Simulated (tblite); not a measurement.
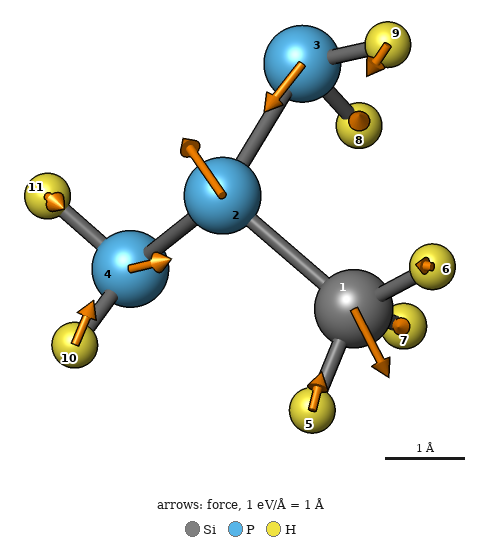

Starting geometry of SiP₃H₇ with the computed forces as orange arrows. The picture is a ball-and-stick view, seen at a tilt.

Method: tblite, GFN2-xTB geometry optimisation, gas phase. 

Is this structure relaxed? If not, where do the atoms go?

It isn't relaxed: the largest force vector, on P2, is 1.29 eV/Å. The final displacements have little in common with the starting forces (cosine between the two patterns 0.27). Over 137 geometry steps the energy falls by 9.44 kcal/mol. The atom that moves furthest after the best rigid fit is H9 (1.94 Å). By element the largest moves are H 1.94 Å, P 0.72 Å, Si 0.30 Å. Near-neighbour distances that change, for instance: P2–P3 2.284 → 2.167 Å, Si1–P2 2.219 → 2.260 Å, Si1–H5 1.497 → 1.465 Å, P4–H10 1.422 → 1.391 Å. Bond angles that change, for instance: P2–P3–H8 98.6° → 92.8°, P2–P3–H9 99.2° → 93.8°, P2–P4–H10 98.0° → 92.8°. Groups turn about P2–P3 by about 120°.
